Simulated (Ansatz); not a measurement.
## CH2BS (charge +1): molecular dynamics

CH2BS, charge +1, SMILES [CH2+]B=S, computed with RKS PBE0-D4/def2-SVP (Ansatz 0.2.0).

Figures and captions count atoms from 1; the log counts them from 0 in places.

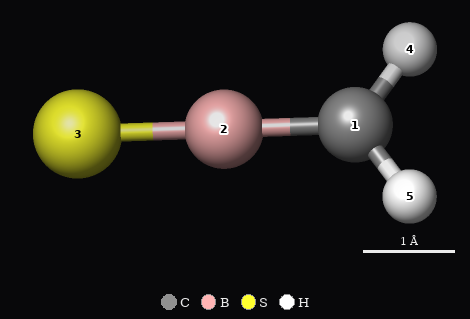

The structure as given in the input (ball-and-stick view, seen at a tilt; atoms are numbered from 1 in the order of the input). Bond lengths as drawn: B–C 1.45 Å, B–S 1.62 Å and C–H 1.09 Å.

**Input file**
```yaml
crystal:
  periodic: [false, false, false]
  atoms:
    - {symbol: C, position_ang: [-0.356460, 0.479840, -0.287520]}
    - {symbol: B, position_ang: [0.421810, -0.570370, 0.344860]}
    - {symbol: S, position_ang: [1.296590, -1.743200, 1.047160]}
    - {symbol: H, position_ang: [-0.360450, 1.515410, 0.043590]}
    - {symbol: H, position_ang: [-1.001490, 0.318320, -1.148090]}
basis:
  gaussian: {orbitals: def2-SVP}
total_charge: 1
hamiltonian: {xc: pbe0, dispersion: d4}
md: {n_steps: 30, timestep: 1.0, temperature: 1000, ensemble: nvt_nose_hoover, seed: 553, initial_velocities: maxwell_boltzmann}
```

Hardware: 1 CPU thread, shared host.

Command:
```bash
ansatz run in.yaml --threads 1 --pin off --events-out ev --progress --plain --max-ram 4352MiB
```

**Output**
```
Functional definition: PBE0
  name "PBE0"
  cite "Adamo & Barone, J. Chem. Phys. 110, 6158 (1999) doi:10.1063/1.478522"
  cite "Perdew, Burke & Ernzerhof, Phys. Rev. Lett. 77, 3865 (1996) doi:10.1103/PhysRevLett.77.3865"
  parent pbe
  parameter a = 0.25
  parameter kappa = 0.804
  parameter beta = 0.06672455060314922
  exchange = (1 - a)*pbe_x(kappa = kappa, mu = beta*pi^2/3) + a*exact_x
  correlation = pbe_c(beta = beta)
608 factors; integrals over basis functions are off by at most 3.7e-4 eV
mean field evaluation 1: about -12550.2101 eV, gradient 5.6e1 eV
mean field evaluation 2: about -12533.1928 eV, gradient 8.5e1 eV
mean field evaluation 4: about -12559.6356 eV, gradient 1.1e1 eV
mean field evaluation 8: about -12560.0180 eV, gradient 1.4e-1 eV
mean field -12560.01812197 eV, -461.5721524965 hartree, gradient 1.9e-5 eV, S^2 0.000000; 0 other end points of the search recorded, 0 dependent functions left out
the calculation of the forces begins
reference -12560.01814088 eV, -461.5721531914 hartree; 14, 14 occupied and 42, 42 virtual orbitals, 608 factors
md step     0: t =     0.00 fs  T =  1000.0 K  F+E_penalty+E_count = -12560.07618239 eV  E_kin = 0.387780 eV  conserved = -12559.68840239 eV  (26 SCF iters)
these checks for a lower state are left out or cut short: starts, cluster_reference, orbital_swaps, neighbouring_geometries, increment
608 factors; integrals over basis functions are off by at most 3.6e-4 eV
mean field evaluation 16: about -12559.9843 eV, gradient 2.1e0 eV
mean field -12559.99489333 eV, -461.5712988596 hartree, gradient 5.3e-5 eV, S^2 0.000000; 0 other end points of the search recorded, 0 dependent functions left out
the calculation of the forces begins
reference -12559.99491217 eV, -461.5712995520 hartree; 14, 14 occupied and 42, 42 virtual orbitals, 608 factors
md step     1: t =     1.00 fs  T =   943.6 K  F+E_penalty+E_count = -12560.05306966 eV  E_kin = 0.365928 eV  conserved = -12559.68714177 eV  (28 SCF iters, 3 dispersion substeps)
[... from here on the SCF iterations and repeated set-up lines of each step are left out, up to the last step ...]
md step     2: t =     2.00 fs  T =   799.3 K  F+E_penalty+E_count = -12559.99470435 eV  E_kin = 0.309942 eV  conserved = -12559.68476776 eV  (28 SCF iters, 3 dispersion substeps)
md step     3: t =     3.00 fs  T =   652.4 K  F+E_penalty+E_count = -12559.93650471 eV  E_kin = 0.252989 eV  conserved = -12559.68353576 eV  (28 SCF iters, 3 dispersion substeps)
md step     4: t =     4.00 fs  T =   554.6 K  F+E_penalty+E_count = -12559.89871890 eV  E_kin = 0.215078 eV  conserved = -12559.68368939 eV  (28 SCF iters, 3 dispersion substeps)
md step     5: t =     5.00 fs  T =   501.4 K  F+E_penalty+E_count = -12559.87931779 eV  E_kin = 0.194435 eV  conserved = -12559.68497512 eV  (28 SCF iters, 3 dispersion substeps)
md step     6: t =     6.00 fs  T =   447.0 K  F+E_penalty+E_count = -12559.85931965 eV  E_kin = 0.173346 eV  conserved = -12559.68612297 eV  (28 SCF iters, 3 dispersion substeps)
md step     7: t =     7.00 fs  T =   360.3 K  F+E_penalty+E_count = -12559.82441013 eV  E_kin = 0.139709 eV  conserved = -12559.68491584 eV  (28 SCF iters, 3 dispersion substeps)
md step     8: t =     8.00 fs  T =   289.2 K  F+E_penalty+E_count = -12559.79441476 eV  E_kin = 0.112159 eV  conserved = -12559.68253964 eV  (28 SCF iters, 3 dispersion substeps)
md step     9: t =     9.00 fs  T =   306.3 K  F+E_penalty+E_count = -12559.80197877 eV  E_kin = 0.118776 eV  conserved = -12559.68356664 eV  (28 SCF iters, 3 dispersion substeps)
md step    10: t =    10.00 fs  T =   382.5 K  F+E_penalty+E_count = -12559.83373016 eV  E_kin = 0.148322 eV  conserved = -12559.68588266 eV  (28 SCF iters, 3 dispersion substeps)
md step    11: t =    11.00 fs  T =   446.0 K  F+E_penalty+E_count = -12559.85756313 eV  E_kin = 0.172947 eV  conserved = -12559.68524498 eV  (27 SCF iters, 3 dispersion substeps)
md step    12: t =    12.00 fs  T =   503.2 K  F+E_penalty+E_count = -12559.87845159 eV  E_kin = 0.195124 eV  conserved = -12559.68415265 eV  (25 SCF iters, 3 dispersion substeps)
md step    13: t =    13.00 fs  T =   585.7 K  F+E_penalty+E_count = -12559.91067335 eV  E_kin = 0.227123 eV  conserved = -12559.68462140 eV  (26 SCF iters, 3 dispersion substeps)
md step    14: t =    14.00 fs  T =   683.3 K  F+E_penalty+E_count = -12559.94891326 eV  E_kin = 0.264980 eV  conserved = -12559.68531236 eV  (27 SCF iters, 3 dispersion substeps)
md step    15: t =    15.00 fs  T =   769.9 K  F+E_penalty+E_count = -12559.98261971 eV  E_kin = 0.298549 eV  conserved = -12559.68582105 eV  (27 SCF iters, 3 dispersion substeps)
md step    16: t =    16.00 fs  T =   822.5 K  F+E_penalty+E_count = -12560.00320199 eV  E_kin = 0.318943 eV  conserved = -12559.68643077 eV  (27 SCF iters, 3 dispersion substeps)
md step    17: t =    17.00 fs  T =   822.8 K  F+E_penalty+E_count = -12560.00263499 eV  E_kin = 0.319059 eV  conserved = -12559.68619535 eV  (26 SCF iters, 3 dispersion substeps)
md step    18: t =    18.00 fs  T =   784.7 K  F+E_penalty+E_count = -12559.98600603 eV  E_kin = 0.304285 eV  conserved = -12559.68478963 eV  (26 SCF iters, 3 dispersion substeps)
md step    19: t =    19.00 fs  T =   750.1 K  F+E_penalty+E_count = -12559.97223986 eV  E_kin = 0.290883 eV  conserved = -12559.68486841 eV  (26 SCF iters, 3 dispersion substeps)
md step    20: t =    20.00 fs  T =   713.3 K  F+E_penalty+E_count = -12559.95924547 eV  E_kin = 0.276599 eV  conserved = -12559.68659482 eV  (27 SCF iters, 3 dispersion substeps)
md step    21: t =    21.00 fs  T =   627.9 K  F+E_penalty+E_count = -12559.92499803 eV  E_kin = 0.243487 eV  conserved = -12559.68587624 eV  (27 SCF iters, 3 dispersion substeps)
md step    22: t =    22.00 fs  T =   517.0 K  F+E_penalty+E_count = -12559.87938752 eV  E_kin = 0.200498 eV  conserved = -12559.68362666 eV  (28 SCF iters, 3 dispersion substeps)
md step    23: t =    23.00 fs  T =   450.1 K  F+E_penalty+E_count = -12559.85302655 eV  E_kin = 0.174531 eV  conserved = -12559.68356620 eV  (27 SCF iters, 3 dispersion substeps)
md step    24: t =    24.00 fs  T =   436.1 K  F+E_penalty+E_count = -12559.84834405 eV  E_kin = 0.169130 eV  conserved = -12559.68461015 eV  (27 SCF iters, 3 dispersion substeps)
md step    25: t =    25.00 fs  T =   440.3 K  F+E_penalty+E_count = -12559.84995903 eV  E_kin = 0.170736 eV  conserved = -12559.68496114 eV  (27 SCF iters, 3 dispersion substeps)
md step    26: t =    26.00 fs  T =   441.6 K  F+E_penalty+E_count = -12559.85022282 eV  E_kin = 0.171232 eV  conserved = -12559.68509212 eV  (28 SCF iters, 3 dispersion substeps)
md step    27: t =    27.00 fs  T =   432.8 K  F+E_penalty+E_count = -12559.84643121 eV  E_kin = 0.167828 eV  conserved = -12559.68508536 eV  (28 SCF iters, 3 dispersion substeps)
md step    28: t =    28.00 fs  T =   418.9 K  F+E_penalty+E_count = -12559.83983917 eV  E_kin = 0.162433 eV  conserved = -12559.68427816 eV  (28 SCF iters, 3 dispersion substeps)
md step    29: t =    29.00 fs  T =   425.7 K  F+E_penalty+E_count = -12559.84167558 eV  E_kin = 0.165061 eV  conserved = -12559.68389444 eV  (28 SCF iters, 3 dispersion substeps)
these checks for a lower state are left out or cut short: starts, cluster_reference, orbital_swaps, neighbouring_geometries, increment
608 factors; integrals over basis functions are off by at most 3.9e-4 eV
mean field -12559.79760661 eV, -461.5640487065 hartree, gradient 6.1e-5 eV, S^2 0.000000; 0 other end points of the search recorded, 0 dependent functions left out
the calculation of the forces begins
reference -12559.79762511 eV, -461.5640493861 hartree; 14, 14 occupied and 42, 42 virtual orbitals, 608 factors
608 factors; integrals over basis functions are off by at most 3.9e-4 eV
mean field evaluation 192: about -12559.7976 eV, gradient 1.7e-2 eV
mean field -12559.79760661 eV, -461.5640487065 hartree, gradient 6.1e-5 eV, S^2 0.000000; 1 other end points of the search recorded, 0 dependent functions left out
the calculation of the forces begins
reference -12559.79762511 eV, -461.5640493861 hartree; 14, 14 occupied and 42, 42 virtual orbitals, 608 factors
md step    30: t =    30.00 fs  T =   458.0 K  F+E_penalty+E_count = -12559.85526873 eV  E_kin = 0.177599 eV  conserved = -12559.68539622 eV  (27 SCF iters, 3 dispersion substeps)
```

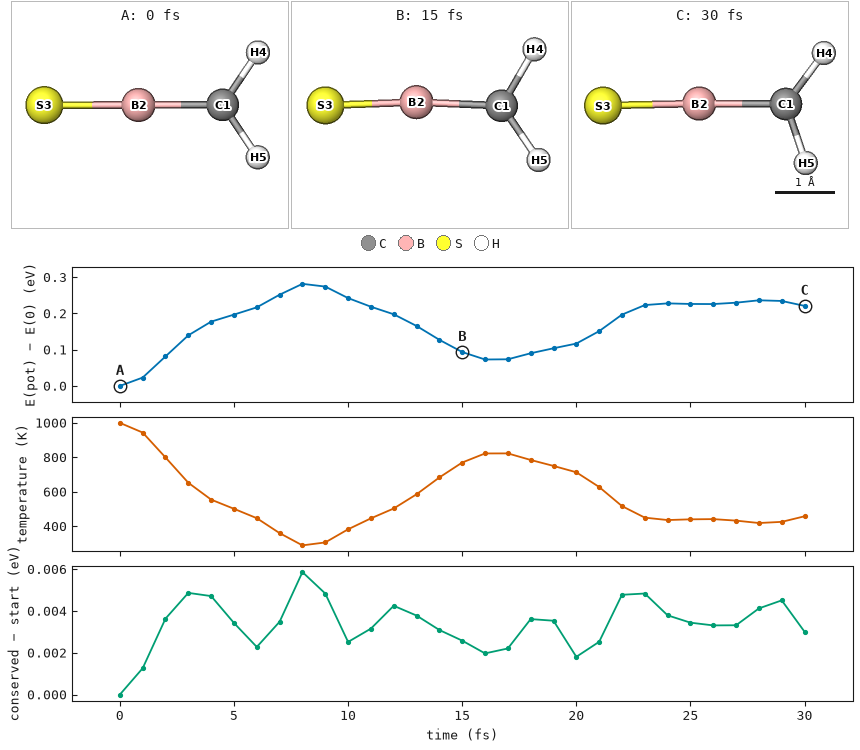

Frames of the molecular dynamics (ball-and-stick, seen on its broad side) above the curves, on which the letters mark them. The trajectory kept here has 31 frames over 30 fs. The temperature starts at 1000 K, ranges from 289 to 1000 K and averages 582 K over the second half. The potential energy ends 0.221 eV above its first value. The conserved quantity stays within 0.0059 eV. After an unweighted best fit of the last frame on the first, the root-mean-square displacement is 0.16 Å.

```
Total energy: -12559.85528722 eV, -461.5661684298 hartree
Atom 0 at    -0.323975     0.542702    -0.358315 Å, force     0.692927    -1.588434     2.204111 eV/Å
Atom 1 at     0.255345    -0.593143     0.504303 Å, force     1.330380     0.093956    -0.103409 eV/Å
Atom 2 at     1.333526    -1.756047     1.026897 Å, force    -1.449356     1.367368    -0.582977 eV/Å
Atom 3 at    -0.255339     1.625621    -0.161312 Å, force     0.074579    -0.109872    -0.230638 eV/Å
Atom 4 at    -0.883261     0.111880    -1.165047 Å, force    -0.648530     0.236981    -1.287087 eV/Å
Dipole moment:    -0.558901     0.724463    -0.435158 e Å
```

**Trajectory as extended XYZ (Å, eV, eV/Å), 18 of the 31 frames kept, from step=0 to step=30**
```
5
Properties=species:S:1:pos:R:3:forces:R:3 step=0 time_fs=0.0 energy=-12560.07618 temperature=1000.0
C    -0.3565    0.4798   -0.2875   -0.4805   0.6292  -0.3948
B     0.4218   -0.5704    0.3449    0.7525  -1.0047   0.6088
S     1.2966   -1.7432    1.0472   -0.1329   0.1761  -0.1052
H    -0.3604    1.5154    0.0436    0.1356   0.4830   0.3271
H    -1.0015    0.3183   -1.1481   -0.2747  -0.2836  -0.4358
5
Properties=species:S:1:pos:R:3:forces:R:3 step=2 time_fs=2.0 energy=-12559.99470 temperature=799.3
C    -0.3563    0.4652   -0.2792   -1.2817   0.8024  -2.3137
B     0.4133   -0.5586    0.3537    1.1324  -1.9889   1.0972
S     1.2952   -1.7398    1.0428   -0.1588   0.2751  -0.1324
H    -0.2542    1.4889    0.0662   -0.2465   0.6624   0.1446
H    -0.9738    0.2838   -1.2258    0.5546   0.2489   1.2043
5
Properties=species:S:1:pos:R:3:forces:R:3 step=4 time_fs=4.0 energy=-12559.89872 temperature=554.6
C    -0.3599    0.4534   -0.2779   -0.7482   1.7479  -2.2986
B     0.4087   -0.5538    0.3664    1.0102  -2.2372   1.1788
S     1.2936   -1.7360    1.0382    0.0050   0.1217  -0.0088
H    -0.1577    1.4851    0.0935   -0.6914  -0.1273  -0.3477
H    -0.9273    0.2580   -1.2609    0.4244   0.4949   1.4763
5
Properties=species:S:1:pos:R:3:forces:R:3 step=5 time_fs=5.0 energy=-12559.87932 temperature=501.4
C    -0.3628    0.4494   -0.2801   -0.0267   2.0465  -1.6031
B     0.4078   -0.5544    0.3744    0.7207  -2.0218   1.0290
S     1.2928   -1.7341    1.0360    0.1638  -0.0598   0.1098
H    -0.1182    1.4835    0.1034   -0.9038  -0.4482  -0.5534
H    -0.8971    0.2519   -1.2570    0.0460   0.4833   1.0176
5
Properties=species:S:1:pos:R:3:forces:R:3 step=7 time_fs=7.0 energy=-12559.82441 temperature=360.3
C    -0.3679    0.4464   -0.2875    1.7448   1.9078   0.6217
B     0.4076   -0.5606    0.3928   -0.1841  -1.1004   0.4283
S     1.2914   -1.7303    1.0315    0.6080  -0.5993   0.4315
H    -0.0667    1.4663    0.1061   -1.1167  -0.4183  -0.6741
H    -0.8405    0.2524   -1.2279   -1.0521   0.2102  -0.8074
5
Properties=species:S:1:pos:R:3:forces:R:3 step=9 time_fs=9.0 energy=-12559.80198 temperature=306.3
C    -0.3678    0.4492   -0.2933    2.2631   0.6022   1.2253
B     0.4067   -0.5707    0.4127   -1.1401   0.0097  -0.2949
S     1.2907   -1.7273    1.0276    1.1177  -1.2409   0.7816
H    -0.0569    1.4354    0.0842   -0.8972   0.5670  -0.3383
H    -0.8221    0.2614   -1.2266   -1.3436   0.0620  -1.3736
5
Properties=species:S:1:pos:R:3:forces:R:3 step=11 time_fs=11.0 energy=-12559.85756 temperature=446.0
C    -0.3607    0.4539   -0.2957    1.0844  -0.9494  -0.7234
B     0.4018   -0.5808    0.4316   -1.7476   0.8785  -0.8314
S     1.2914   -1.7258    1.0247    1.5061  -1.7409   1.0301
H    -0.0808    1.4266    0.0497   -0.4912   1.5657   0.1047
H    -0.8517    0.2737   -1.2713   -0.3518   0.2462   0.4200
5
Properties=species:S:1:pos:R:3:forces:R:3 step=12 time_fs=12.0 energy=-12559.87845 temperature=503.2
C    -0.3556    0.4554   -0.2974    0.5539  -0.9409  -1.3903
B     0.3972   -0.5849    0.4401   -1.8571   1.1446  -0.9807
S     1.2924   -1.7258    1.0236    1.5953  -1.8593   1.0811
H    -0.1007    1.4430    0.0331   -0.4216   1.3896   0.1231
H    -0.8742    0.2829   -1.2923    0.1295   0.2661   1.1669
5
Properties=species:S:1:pos:R:3:forces:R:3 step=14 time_fs=14.0 energy=-12559.94891 temperature=683.3
C    -0.3443    0.4565   -0.3043   -0.0002   0.6010  -1.3494
B     0.3829   -0.5898    0.4543   -1.6693   1.2603  -1.0294
S     1.2958   -1.7274    1.0225    1.4946  -1.7483   1.0073
H    -0.1527    1.5090    0.0022   -0.4022  -0.1837  -0.1367
H    -0.9125    0.3084   -1.2974    0.5771   0.0706   1.5083
5
Properties=species:S:1:pos:R:3:forces:R:3 step=16 time_fs=16.0 energy=-12560.00320 temperature=822.5
C    -0.3329    0.4596   -0.3152   -0.0958   2.0110  -0.1062
B     0.3627   -0.5904    0.4650   -1.0550   0.9060  -0.8364
S     1.3010   -1.7311    1.0226    1.0459  -1.2226   0.7348
H    -0.2194    1.5694   -0.0334   -0.1100  -1.3743  -0.2110
H    -0.9307    0.3362   -1.2482    0.2149  -0.3201   0.4188
5
Properties=species:S:1:pos:R:3:forces:R:3 step=18 time_fs=18.0 energy=-12559.98601 temperature=784.7
C    -0.3217    0.4688   -0.3265    0.1297   2.0296   1.3735
B     0.3388   -0.5878    0.4727   -0.2286   0.3290  -0.5485
S     1.3075   -1.7363    1.0236    0.3922  -0.4828   0.3654
H    -0.2899    1.5807   -0.0763    0.3587  -1.1390   0.0370
H    -0.9422    0.3517   -1.1846   -0.6520  -0.7369  -1.2275
5
Properties=species:S:1:pos:R:3:forces:R:3 step=19 time_fs=19.0 energy=-12559.97224 temperature=750.1
C    -0.3159    0.4759   -0.3307   -0.0652   1.3828   1.4463
B     0.3263   -0.5859    0.4757    0.2003   0.0301  -0.3978
S     1.3109   -1.7392    1.0243    0.0460  -0.1052   0.1782
H    -0.3212    1.5686   -0.0980    0.5586  -0.4655   0.2421
H    -0.9553    0.3498   -1.1668   -0.7398  -0.8421  -1.4689
5
Properties=species:S:1:pos:R:3:forces:R:3 step=21 time_fs=21.0 energy=-12559.92500 temperature=627.9
C    -0.3051    0.4927   -0.3361   -1.3563  -0.7544   0.0937
B     0.3022   -0.5823    0.4809    0.9719  -0.4754  -0.1264
S     1.3178   -1.7449    1.0257   -0.5904   0.5618  -0.1532
H    -0.3666    1.5396   -0.1325    0.7199   1.3072   0.5985
H    -0.9994    0.3221   -1.1698    0.2549  -0.6391  -0.4126
5
Properties=species:S:1:pos:R:3:forces:R:3 step=23 time_fs=23.0 energy=-12559.85303 temperature=450.1
C    -0.2985    0.5075   -0.3411   -2.3874  -1.4018  -0.7573
B     0.2815   -0.5803    0.4856    1.5231  -0.7728   0.0588
S     1.3240   -1.7500    1.0270   -1.0812   1.0532  -0.3964
H    -0.3849    1.5558   -0.1454    0.7170   1.2463   0.4513
H    -1.0341    0.2707   -1.1890    1.2286  -0.1249   0.6436
5
Properties=species:S:1:pos:R:3:forces:R:3 step=25 time_fs=25.0 energy=-12559.84996 temperature=440.3
C    -0.2993    0.5181   -0.3482   -2.3152  -0.2962  -0.1833
B     0.2661   -0.5811    0.4905    1.8045  -0.8050   0.1315
S     1.3289   -1.7538    1.0278   -1.3983   1.3562  -0.5466
H    -0.3757    1.6152   -0.1420    0.7024  -0.5257  -0.0424
H    -1.0243    0.2140   -1.1863    1.2066   0.2707   0.6408
5
Properties=species:S:1:pos:R:3:forces:R:3 step=26 time_fs=26.0 energy=-12559.85022 temperature=441.6
C    -0.3026    0.5229   -0.3522   -1.7906   0.1140   0.4730
B     0.2608   -0.5825    0.4931    1.8389  -0.7109   0.1206
S     1.3307   -1.7551    1.0280   -1.4914   1.4396  -0.5899
H    -0.3609    1.6417   -0.1397    0.6227  -1.1750  -0.2400
H    -1.0014    0.1887   -1.1751    0.8204   0.3322   0.2364
5
Properties=species:S:1:pos:R:3:forces:R:3 step=28 time_fs=28.0 energy=-12559.83984 temperature=418.9
C    -0.3129    0.5328   -0.3584   -0.1640   0.1061   2.0248
B     0.2551   -0.5872    0.4987    1.7042  -0.3554   0.0296
S     1.3330   -1.7565    1.0278   -1.5506   1.4797  -0.6203
H    -0.3146    1.6583   -0.1432    0.3341  -1.3812  -0.4038
H    -0.9373    0.1471   -1.1516   -0.3237   0.1508  -1.0303
5
Properties=species:S:1:pos:R:3:forces:R:3 step=30 time_fs=30.0 energy=-12559.85527 temperature=458.0
C    -0.3240    0.5427   -0.3583    0.6929  -1.5884   2.2041
B     0.2553   -0.5931    0.5043    1.3304   0.0940  -0.1034
S     1.3335   -1.7560    1.0269   -1.4494   1.3674  -0.5830
H    -0.2553    1.6256   -0.1613    0.0746  -0.1099  -0.2306
H    -0.8833    0.1119   -1.1650   -0.6485   0.2370  -1.2871
```

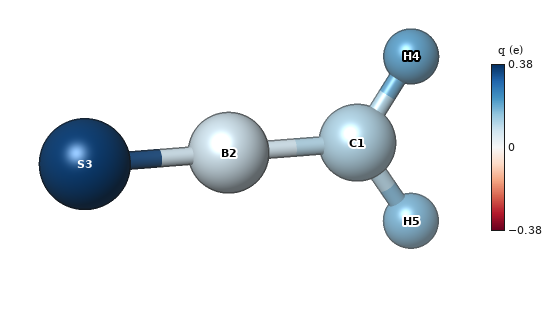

Mulliken charges, as the colour of each atom (ball-and-stick view, seen at a tilt; atoms are numbered from 1 in the order of the input). By element: C +0.13, B +0.08, S +0.36 and H +0.20 to +0.23 e.

**Results in brief**

- outcome: finished
- mean temperature over the second half: 582 K
- trajectory: 30 steps, 30 fs
- ensemble: nvt_nose_hoover
- temperature in the input: 1000 K
- time step: 1.0 fs
- potential energy (last step): −12559.8553 eV
- mean-field energy (last step): −12559.7976 eV
- dispersion energy (last step): −0.0577 eV
- SCF solution under orbital rotations (last step): stable
- largest force (length of the vector) (last step): 2.804 eV/Å
- wall time: 30 s
- peak memory: 0.14 GiB

So short a trajectory is not equilibrated. The temperature stays far from the 1000 K of the thermostat over the second half: the run isn't equilibrated.
